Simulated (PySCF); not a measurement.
**C7H4F2O (SMILES C#Cc1occc1C(F)F): density, localisation and related maps**

```xyz
14

C     2.8674   -1.0561   -0.6163
C     1.6849   -0.9197   -0.4551
C     0.3041   -0.7566   -0.2568
O    -0.5425   -1.7845   -0.4510
C    -1.7795   -1.3434   -0.1842
C    -1.7630   -0.0331    0.1839
C    -0.4021    0.3609    0.1390
C     0.1603    1.6999    0.4583
F    -0.0919    2.0480    1.7490
F    -0.4117    2.6722   -0.3006
H     3.9004   -1.1718   -0.7570
H    -2.5825   -2.0454   -0.2894
H    -2.5944    0.5837    0.4549
H     1.2500    1.7454    0.3033
```

Geometry: GFN2-xTB, NEB image 0 of 0 to 8.

Method: PySCF 2.14.0, PBE0/pcSseg-1, SCF density, gas phase, non-relativistic.

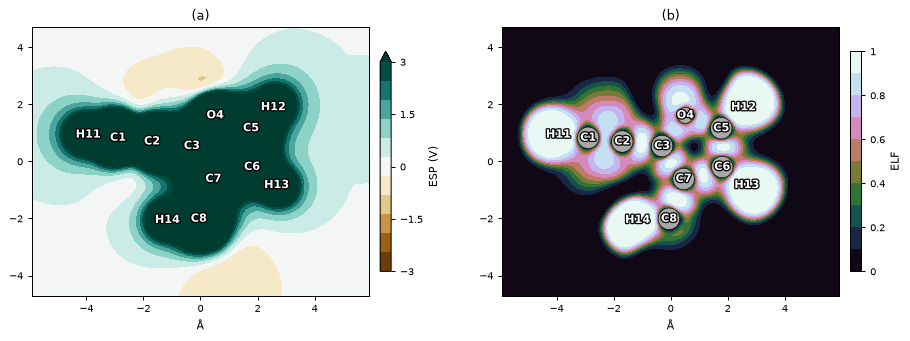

Figure 1. (a) electrostatic potential; (b) electron localisation function on the plane of atoms O4, C5 and C6. Grey discs cover the atomic cores in the ELF map.

What does the map show?

- The section cuts through C, O and H sites.
- C–C (1.20 Å): the ELF peaks at about 0.85 between the atoms: a short, multiple covalent bond.
- C–O (1.34 Å): the ELF peaks at about 0.90 between the atoms; a shared but strongly polarised pair.
- C–H (1.05 Å): the ELF climbs to about 1 towards the hydrogen, as it does in any bond to H; an ordinary covalent bond to hydrogen.
- C–C (1.36 Å): the ELF peaks at about 0.95 between the atoms, as expected for a covalent bond.
- The ELF also peaks beside O4, away from the bonds: lone-pair regions.
- Outside the dense part of the molecule the potential is most negative (−0.8 V) near O4.

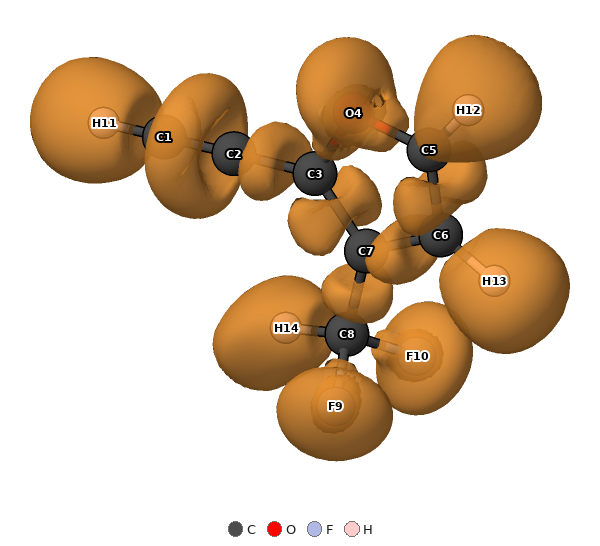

Figure 2. Isosurface of the ELF at 0.75 (orange), seen at a tilt. Core shells and regions of very low density are left out.

What do the ELF domains correspond to?

The ELF exceeds this value in six regions between bonded C–C atoms (shared pairs), four regions around hydrogen nuclei, two regions on F in which the atom's valence shell and bonds are merged and one region on O in which the atom's valence shell and bonds are merged.

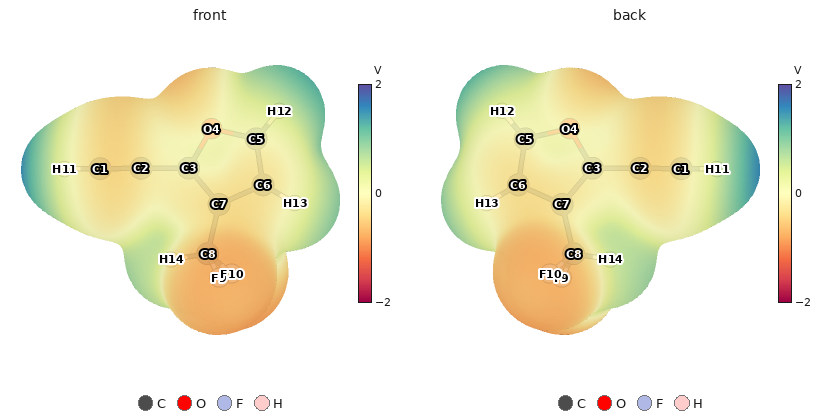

Figure 3. The molecular electrostatic potential painted on the density surface at 0.001 e/bohr³, seen from the front and from behind; the colour scale runs from red (negative) to blue (positive).

Where is the surface potential most negative and most positive?

The most negative region (about −0.9 V) lies over F9 and F10, the most positive (about +1.5 V) over H11.

How polar is the molecule by this calculation?

Its dipole moment is 1.66 D.
